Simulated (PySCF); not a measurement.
**boranylsilane (SiBH₅): runs on many settings**

Aim: see how boranylsilane (SiBH₅) (`B[SiH3]`) answers to the choice of functional, basis, grid and SCF options.

Programs: PySCF 2.14.0, with density-fitted response routines of our own. Each step states its level of theory. These are calculated values for one molecule, in the gas phase or a continuum, unless marked as measured. Atoms count from 0, in the outputs and in this text.

## (1) The starting structure

7 atoms, charge 0, multiplicity 1; geometry from: GFN2-xTB.

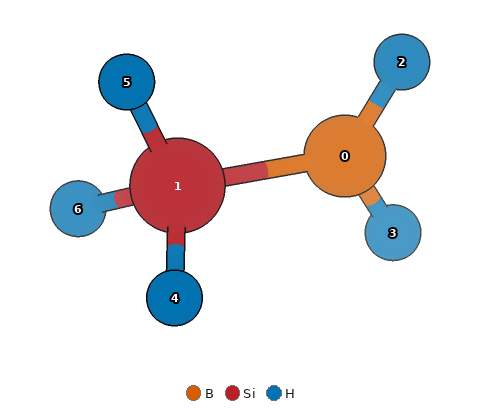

The starting geometry (boron orange, silicon red, hydrogen blue), atoms numbered.

## (2) NMR shieldings: PBE0/pcSseg-1

Job settings and geometry (Å):

```
{"job": {"kind": "nmr", "xc": "PBE0", "basis": "pcSseg-1"}, "charge": 0, "multiplicity": 1}
B      1.192288    -0.115297    -0.001287
Si    -0.752859     0.089907    -0.007462
H      1.919690     0.795611    -0.106113
H      1.687029    -1.170465     0.109491
H     -1.383961    -0.397708     1.230959
H     -1.253471     1.464721    -0.159478
H     -1.405381    -0.661864    -1.093189
```

With the program's defaults for keys left out, this is: GIAO PBE0/pcSseg-1 NMR shielding, non-relativistic, gas phase.

On the command line:

```sh
$ OMP_NUM_THREADS=1 python probes_run.py task.json out
```

This one command runs all jobs of the session in turn.

What it wrote:

```text
coarse grid: 5816 points
cycle   1  E = -317.0919604441  dE = -1.990e-01  |g| = 9.972e-02  |ddm| = 2.108e+00
cycle   2  E = -317.0952872973  dE = -3.327e-03  |g| = 3.619e-02  |ddm| = 2.038e-01
cycle   3  E = -317.0956310136  dE = -3.437e-04  |g| = 1.142e-02  |ddm| = 5.094e-02
cycle   4  E = -317.0956759416  dE = -4.493e-05  |g| = 2.612e-03  |ddm| = 1.609e-02
cycle   5  E = -317.0956786095  dE = -2.668e-06  |g| = 2.395e-04  |ddm| = 4.396e-03
final grid: 50000 points
cycle   6  E = -317.1055082110  dE = -1.137e-05  |g| = 2.446e-03  |ddm| = 1.138e-02
cycle   7  E = -317.1055089269  dE = -7.159e-07  |g| = 1.915e-03  |ddm| = 4.864e-03
cycle   8  E = -317.1055102953  dE = -1.368e-06  |g| = 1.032e-04  |ddm| = 2.309e-03
cycle   9  E = -317.1055102995  dE = -4.145e-09  |g| = 1.467e-05  |ddm| = 2.158e-04
cycle  10  E = -317.1055102996  dE = -8.509e-11  |g| = 2.684e-06  |ddm| = 3.329e-05
converged SCF energy = -317.1055102996

GIAO shielding tensors (ppm)
atom      isotropic    diamagn.    paramagn.     s11        s22        s33       span
  0 B      -19.574     196.977    -216.551   -149.397    -62.973    153.647    303.043
  1 Si     464.422     880.147    -415.725    437.373    463.711    492.182     54.809
  2 H       20.782      29.622      -8.840      7.341     26.719     28.286     20.945
  3 H       20.875      29.752      -8.878      7.226     26.791     28.607     21.381
  4 H       27.938      28.591      -0.653     24.894     26.494     32.425      7.531
  5 H       28.051      28.923      -0.872     25.164     26.030     32.959      7.796
  6 H       27.938      28.594      -0.656     24.891     26.494     32.429      7.538
```

Run time: 12 s. Hardware: 1 thread, shared host.

Shifts follow as δ = σ(reference) − σ, with reference shieldings (ppm) from runs at the same level and on the same kind of geometry: 1H TMS 31.72, 29Si TMS 349.2, 11B BF3·OEt2 100.1. The references are single molecules in the gas phase. Atoms listed in one row are averaged.

```tsv
atoms	environment	σ (ppm)	δ (ppm)
H2, H3	hydrogen on a boron bonded to Si	20.83	10.89
H4, H5, H6	hydrogen on a silicon bonded to B	27.98	3.74
B0	boron bonded to Si, 2 H	-19.6	119.6
Si1	silicon bonded to B, 3 H	464.4	-115.3
```

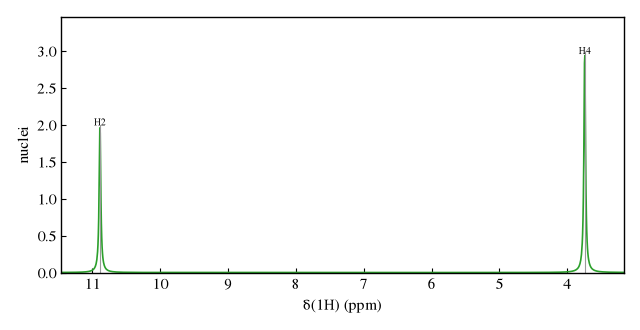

1H lines at the computed shifts, without couplings. Lines are broadened to a width of 0.03 ppm (Lorentzian).

The run also stored atomic charges by several schemes (e):

```tsv
atoms	Mulliken	IAO	Hirshfeld	ESP fit
B0	-0.17	-0.19	0.10	0.37
Si1	0.28	0.42	0.23	0.12
```

IAO charges:

```tsv
atom	value (e)
B0	-0.19
Si1	0.42
H2	0.04
H3	0.03
H4	-0.09
H5	-0.11
H6	-0.09
```

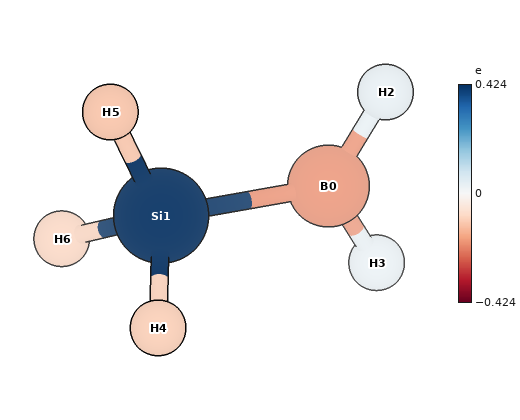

IAO charges, as colours on the atoms.

Mayer bond orders: B0–Si1 0.97.

The fields below are evaluated on a grid from the run's orbitals.

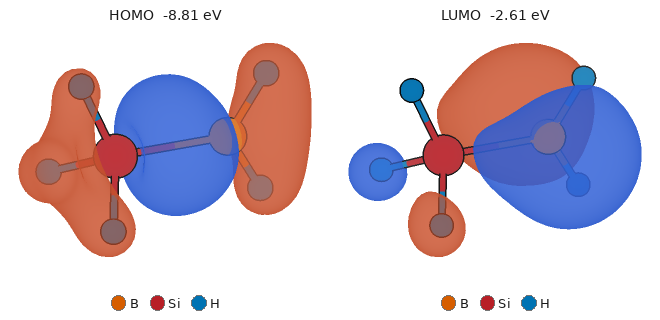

PBE0/pcSseg-1 orbitals near the gap, drawn at the value that encloses 70 % of each; the two colours are the two signs.

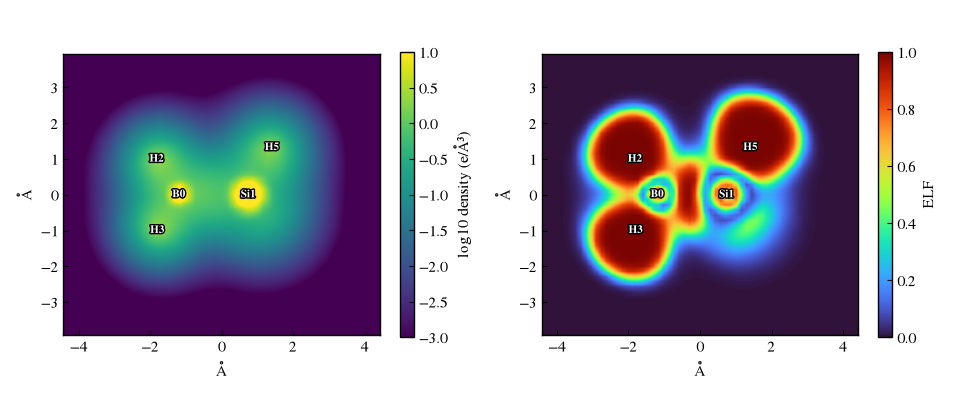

Density (left) and ELF (right) in a plane through or near 5 of the atoms.

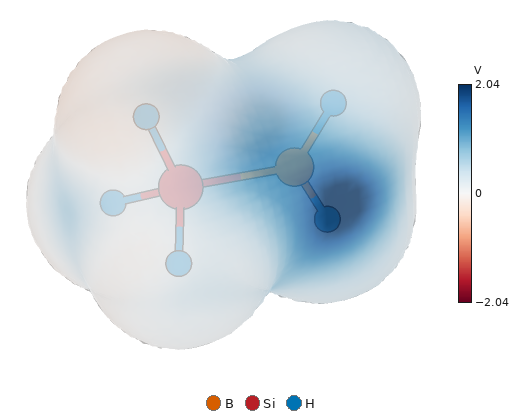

Electrostatic potential on the surface of density 0.002 e/bohr³; red is low, blue high. It runs, from the 1st to the 99th percentile, from -0.15 to 2.04 V.

## (3) Excited states and response: PBE0/def2-SVPD

Same as in step 2 but for these lines:

```diff
@@ -1,2 +1,2 @@
-{"job": {"kind": "nmr", "xc": "PBE0", "basis": "pcSseg-1"}, "charge": 0, "multiplicity": 1}
+{"job": {"kind": "uv", "xc": "PBE0", "basis": "def2-SVPD", "nstates": 6, "ntriplets": 2}, "charge": 0, "multiplicity": 1}
 B      1.192288    -0.115297    -0.001287
```

With the program's defaults for keys left out, this is: TDDFT PBE0/def2-SVPD, vertical, gas phase, core orbitals frozen in the response.

What it wrote:

```text
coarse grid: 5816 points
cycle   1  E = -316.9658981378  dE = -2.058e-01  |g| = 9.496e-02  |ddm| = 2.574e+00
cycle   2  E = -316.9692754129  dE = -3.377e-03  |g| = 2.418e-02  |ddm| = 3.948e-01
cycle   3  E = -316.9694799690  dE = -2.046e-04  |g| = 9.667e-03  |ddm| = 8.119e-02
cycle   4  E = -316.9695141825  dE = -3.421e-05  |g| = 2.170e-03  |ddm| = 2.239e-02
cycle   5  E = -316.9695161923  dE = -2.010e-06  |g| = 3.113e-04  |ddm| = 5.072e-03
final grid: 50000 points
cycle   6  E = -317.0097646291  dE = -9.818e-06  |g| = 2.231e-03  |ddm| = 2.560e-02
cycle   7  E = -317.0097652703  dE = -6.412e-07  |g| = 1.806e-03  |ddm| = 6.766e-03
cycle   8  E = -317.0097665592  dE = -1.289e-06  |g| = 8.769e-05  |ddm| = 3.079e-03
cycle   9  E = -317.0097665629  dE = -3.749e-09  |g| = 1.533e-05  |ddm| = 2.390e-04
cycle  10  E = -317.0097665630  dE = -1.144e-10  |g| = 2.754e-06  |ddm| = 4.674e-05
converged SCF energy = -317.0097665630

Static polarisability (au): isotropic 44.816, principal 39.265 42.493 52.689

Singlet excitations
state   eV       nm        f      main configurations
  1   4.3910    282.4   0.00300   H->L 0.98
  2   5.0824    243.9   0.00249   H-1->L 0.89, H-3->L 0.10
  3   6.1269    202.4   0.00305   H-3->L 0.90, H-1->L 0.10
  4   6.1695    201.0   0.08109   H-2->L 0.97
  5   8.2519    150.2   0.01189   H->L+1 0.98
  6   8.5205    145.5   0.00527   H->L+3 0.78, H-1->L+1 0.14

Triplet excitations (Tamm-Dancoff, eV): 3.4220 4.4908
```

Run time: 9.1 s. Hardware: 1 thread, shared host.

Frontier orbitals and where they lie:

```tsv
orbital	eV	atoms
HOMO−3	-10.52	B0 40 %, H2 18 %, H3 18 %
HOMO−2	-9.74	Si1 42 %, H4 24 %, H6 24 %
HOMO−1	-9.23	Si1 34 %, H5 27 %, B0 14 %
HOMO	-8.77	B0 38 %, Si1 32 %, H2 7 %
LUMO	-2.61	B0 56 %, Si1 19 %, H2 9 %
LUMO+1	0.63	B0 48 %, Si1 29 %, H4 6 %
LUMO+2	1.10	Si1 41 %, B0 15 %, H5 14 %
```

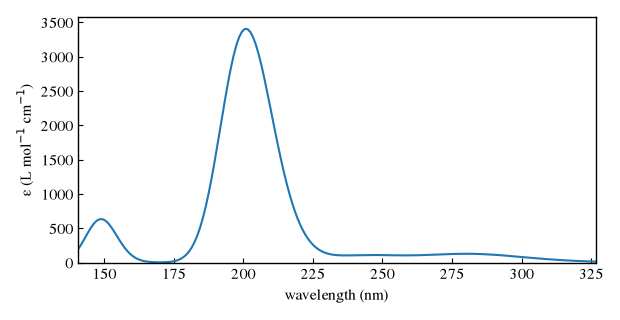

Absorption spectrum: each of the 6 states is a Gaussian band of 0.4 eV half-width at 1/e. Beyond the last state computed it falls off for lack of states.

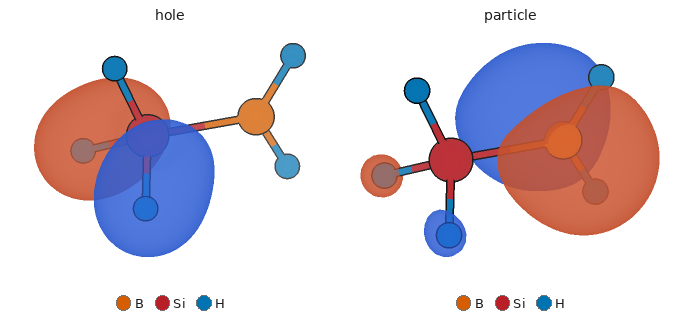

Leading natural transition orbitals of singlet state 4: the electron leaves the hole (left) for the particle orbital (right).

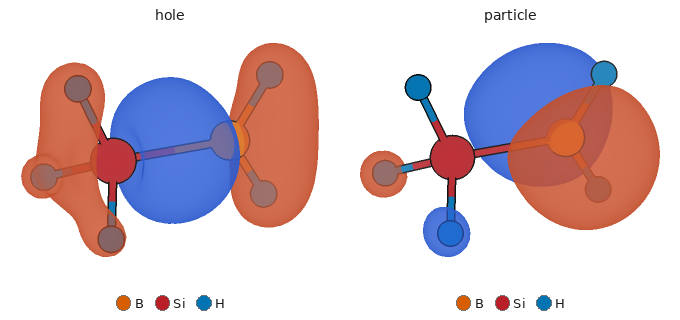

Leading natural transition orbitals of singlet state 1: the electron leaves the hole (left) for the particle orbital (right).

Ground-state properties from the same run:

```tsv
property	computed
dipole moment (D)	0.56
polarisability (Å³)	6.64
HOMO–LUMO gap (eV)	6.16
−ε(HOMO) (eV)	8.77
```

## (4) Excited states and response: PBE0/def2-SVP in dimethylsulfoxide

Same as in step 3 but for these lines:

```diff
@@ -1,2 +1,2 @@
-{"job": {"kind": "uv", "xc": "PBE0", "basis": "def2-SVPD", "nstates": 6, "ntriplets": 2}, "charge": 0, "multiplicity": 1}
+{"job": {"kind": "uv", "xc": "PBE0", "basis": "def2-SVP", "solvent": "dimethylsulfoxide", "nstates": 1, "ntriplets": 5, "tda": false}, "charge": 0, "multiplicity": 1}
 B      1.192288    -0.115297    -0.001287
```

Level: TDDFT PBE0/def2-SVP, vertical, IEF-PCM dimethylsulfoxide (non-equilibrium linear response), core orbitals frozen in the response.

What it wrote:

```text
coarse grid: 5816 points
cycle   1  E = -316.9637557366  dE = -2.086e-01  |g| = 9.013e-02  |ddm| = 2.236e+00
cycle   2  E = -316.9670200781  dE = -3.264e-03  |g| = 2.588e-02  |ddm| = 2.050e-01
cycle   3  E = -316.9672578111  dE = -2.377e-04  |g| = 1.104e-02  |ddm| = 5.366e-02
cycle   4  E = -316.9673071320  dE = -4.932e-05  |g| = 1.513e-03  |ddm| = 1.665e-02
cycle   5  E = -316.9673080915  dE = -9.595e-07  |g| = 1.571e-04  |ddm| = 2.433e-03
final grid: 50000 points
cycle   6  E = -317.0075925253  dE = -9.107e-06  |g| = 2.005e-03  |ddm| = 1.294e-02
cycle   7  E = -317.0075932647  dE = -7.394e-07  |g| = 1.477e-03  |ddm| = 4.646e-03
cycle   8  E = -317.0075941360  dE = -8.712e-07  |g| = 4.384e-05  |ddm| = 1.953e-03
cycle   9  E = -317.0075941369  dE = -9.504e-10  |g| = 1.002e-05  |ddm| = 1.110e-04
converged SCF energy = -317.0075941369

Static polarisability (au): isotropic 50.493, principal 42.170 49.806 59.502

Singlet excitations
state   eV       nm        f      main configurations
  1   4.4790    276.8   0.00533   H->L 0.98

Triplet excitations (Tamm-Dancoff, eV): 3.5204 4.5701 5.5360 5.8439 7.9535
```

Wall time 4.3 s (1 thread, shared host).

Key values: HOMO -8.67 eV, LUMO -2.39 eV; lowest singlet 4.48 eV.

## (5) TDDFT and polarisability: PW91/3-21G

Job settings and geometry (Å):

```
{"job": {"kind": "uv", "xc": "PW91", "basis": "3-21G", "nstates": 12, "ntriplets": 2, "tda": true}, "charge": 0, "multiplicity": 1}
B      1.192288    -0.115297    -0.001287
Si    -0.752859     0.089907    -0.007462
H      1.919690     0.795611    -0.106113
H      1.687029    -1.170465     0.109491
H     -1.383961    -0.397708     1.230959
H     -1.253471     1.464721    -0.159478
H     -1.405381    -0.661864    -1.093189
```

Method: TDA PW91/3-21G, vertical, gas phase, core orbitals frozen in the response.

What it wrote:

```text
coarse grid: 5816 points
cycle   1  E = -315.5142208459  dE = -3.768e-01  |g| = 1.339e-01  |ddm| = 2.141e+00
cycle   2  E = -315.5184005449  dE = -4.180e-03  |g| = 8.594e-02  |ddm| = 2.859e-01
cycle   3  E = -315.5210167607  dE = -2.616e-03  |g| = 2.642e-02  |ddm| = 1.699e-01
cycle   4  E = -315.5213187809  dE = -3.020e-04  |g| = 2.543e-03  |ddm| = 5.417e-02
cycle   5  E = -315.5213222932  dE = -3.512e-06  |g| = 7.162e-04  |ddm| = 6.917e-03
final grid: 50000 points
cycle   6  E = -315.5444693787  dE = -8.318e-06  |g| = 2.813e-03  |ddm| = 1.644e-02
cycle   7  E = -315.5444693963  dE = -1.764e-08  |g| = 2.741e-03  |ddm| = 8.067e-03
cycle   8  E = -315.5444722781  dE = -2.882e-06  |g| = 2.634e-04  |ddm| = 4.513e-03
cycle   9  E = -315.5444723176  dE = -3.956e-08  |g| = 4.294e-05  |ddm| = 7.377e-04
cycle  10  E = -315.5444723184  dE = -7.957e-10  |g| = 7.547e-06  |ddm| = 7.968e-05
converged SCF energy = -315.5444723184

Static polarisability (au): isotropic 35.852, principal 28.694 33.099 45.764

Singlet excitations
state   eV       nm        f      main configurations
  1   4.4572    278.2   0.00285   H->L 0.84, H-1->L 0.15
  2   4.7401    261.6   0.01222   H-1->L 0.84, H->L 0.15
  3   5.8302    212.7   0.10449   H-2->L 0.95
  4   5.8844    210.7   0.00264   H-3->L 0.99
  5   9.1338    135.7   0.02673   H->L+1 0.81, H-1->L+2 0.14
  6   9.2235    134.4   0.03889   H-4->L 0.79, H->L+3 0.11, H-5->L 0.09
  7   9.5327    130.1   0.01227   H-1->L+1 0.49, H->L+2 0.24, H-1->L+2 0.22
  8   9.8074    126.4   0.00141   H->L+3 0.70, H-2->L+1 0.21
  9   9.8461    125.9   0.06720   H-1->L+2 0.54, H->L+2 0.27
 10  10.0020    124.0   0.00682   H-1->L+3 0.50, H-2->L+1 0.37
 11  10.3195    120.1   0.00021   H-2->L+2 0.89, H-1->L+3 0.08
 12  10.4444    118.7   0.80365   H->L+2 0.35, H-1->L+1 0.26, H-3->L+1 0.17

Triplet excitations (Tamm-Dancoff, eV): 3.6427 4.2794
```

Wall time 3.1 s (1 thread, shared host).

In short: HOMO -7.60 eV, LUMO -3.42 eV; lowest singlet 4.46 eV.

## (6) Shielding tensors: PBE0/def2-SVPD

Same as in step 5 but for these lines:

```diff
@@ -1,2 +1,2 @@
-{"job": {"kind": "uv", "xc": "PW91", "basis": "3-21G", "nstates": 12, "ntriplets": 2, "tda": true}, "charge": 0, "multiplicity": 1}
+{"job": {"kind": "nmr", "xc": "PBE0", "basis": "def2-SVPD", "pop": true, "scf": {"guess": "huckel", "conv": 1e-08}}, "charge": 0, "multiplicity": 1}
 B      1.192288    -0.115297    -0.001287
```

Level: GIAO PBE0/def2-SVPD NMR shielding, non-relativistic, gas phase.

What it wrote:

```text
final grid: 50000 points
cycle   1  E = -316.6238691082  dE = -4.323e-01  |g| = 9.954e-01  |ddm| = 4.135e+00
cycle   2  E = -316.6677760070  dE = -4.391e-02  |g| = 8.649e-01  |ddm| = 3.489e+00
cycle   3  E = -317.0084745917  dE = -3.407e-01  |g| = 4.963e-02  |ddm| = 2.419e+00
cycle   4  E = -317.0096064630  dE = -1.132e-03  |g| = 1.944e-02  |ddm| = 1.653e-01
cycle   5  E = -317.0097612340  dE = -1.548e-04  |g| = 3.507e-03  |ddm| = 5.188e-02
cycle   6  E = -317.0097663773  dE = -5.143e-06  |g| = 5.949e-04  |ddm| = 7.662e-03
cycle   7  E = -317.0097665573  dE = -1.800e-07  |g| = 1.001e-04  |ddm| = 1.981e-03
cycle   8  E = -317.0097665630  dE = -5.694e-09  |g| = 5.552e-06  |ddm| = 3.899e-04
converged SCF energy = -317.0097665630

GIAO shielding tensors (ppm)
atom      isotropic    diamagn.    paramagn.     s11        s22        s33       span
  0 B       -6.188     200.215    -206.404   -131.801    -44.766    158.002    289.802
  1 Si     500.683     880.637    -379.954    481.506    502.907    517.635     36.129
  2 H       20.612      27.955      -7.343      7.039     26.435     28.362     21.323
  3 H       20.709      27.957      -7.248      6.916     26.477     28.734     21.817
  4 H       28.011      30.752      -2.741     24.886     26.808     32.340      7.454
  5 H       28.124      30.946      -2.822     25.330     26.133     32.909      7.579
  6 H       28.011      30.749      -2.738     24.883     26.806     32.344      7.461
```

Wall time 7.2 s (1 thread, shared host).

This run: δ B0 113.8, Si1 -116.0, H2 11.22, H4 3.83 ppm (means over like atoms).

## (7) Side by side: NMR shifts

Shifts (ppm), means over like atoms, with basis size and wall time:

```tsv
run	H2	H4	B0	Si1	functions	time
PBE0/pcSseg-1	10.89	3.74	119.6	-115.3	66	12 s
PBE0/def2-SVPD	11.22	3.83	113.8	-116.0	84	7.2 s
```

## (8) Run by run: electronic excitations

Excitations and ground-state properties, with basis size and wall time:

```tsv
run	lowest singlet (eV)	brightest (eV)	f	gap (eV)	α (Å³)	μ (D)	functions	time
PBE0/def2-SVPD	4.39	6.17	0.081	6.16	6.64	0.56	84	9.1 s
PBE0/def2-SVP in dimethylsulfoxide	4.48	4.48	0.005	6.28	7.48	0.82	57	4.3 s
PW91/3-21G	4.46	10.44	0.804	4.18	5.31	0.43	32	3.1 s
```

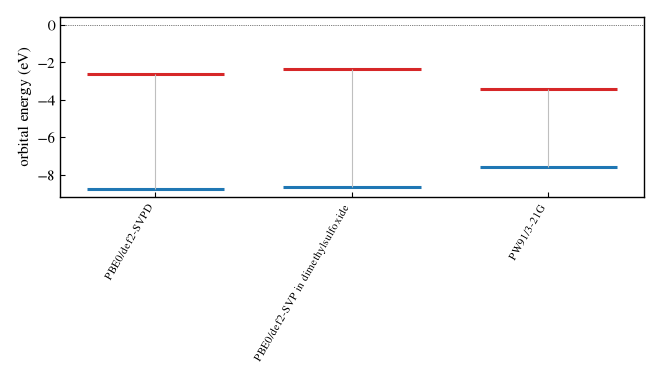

HOMO (blue) and LUMO (red) run by run.

## (9) Outcome

| quantity | value |
| --- | --- |
| 1H shifts against TMS (PBE0/pcSseg-1, means over atoms taken as alike) | 10.89, 3.74 ppm |
| 11B shifts against BF3·OEt2 (PBE0/pcSseg-1) | 119.6 ppm |
| 29Si shifts against TMS (PBE0/pcSseg-1) | -115.3 ppm |
| surface potential, 1st and 99th percentile | -0.15 V and 2.04 V |
| lowest singlet (PBE0/def2-SVPD) | 4.39 eV (282 nm), f = 0.003 |
| brightest single state of those computed | state 4, 6.17 eV, f = 0.081 |
| lowest triplet | 3.42 eV |
| range of the shift of B0 | 113.8 to 119.6 ppm |
| range of the lowest singlet | 4.39 to 4.48 eV |

Single values in the summary come from the first run of each kind that ended normally (PBE0/pcSseg-1; PBE0/def2-SVPD), which need not be the best level. At PBE0/pcSseg-1: The largest span, 303 ppm, is at B0, where the paramagnetic term is -217 ppm. By nearest atom (PBE0/pcSseg-1), the HOMO sits on B0 35 %; Si1 24 % and the LUMO on B0 56 %; H2, H3 about 13 % each. The first singlet state (HOMO→LUMO 0.98) lies at 4.39 eV and is weak; of the 6 states computed, the strongest absorption comes from state 4 at 6.17 eV. The lowest triplet lies 0.97 eV below the lowest singlet (triplets in Tamm-Dancoff, singlets in full TDDFT). Across the 2 runs the shift of B0 moves most, between 113.8 (PBE0/def2-SVPD) and 119.6 ppm (PBE0/pcSseg-1). The lowest singlet runs from 4.39 eV (PBE0/def2-SVPD) to 4.48 eV (PBE0/def2-SVP in dimethylsulfoxide), while the orbital gap spans 4.18 to 6.28 eV. The lowest state need not be the same one in every run. The runs solved for a few states only, so the brightest column depends on that window.
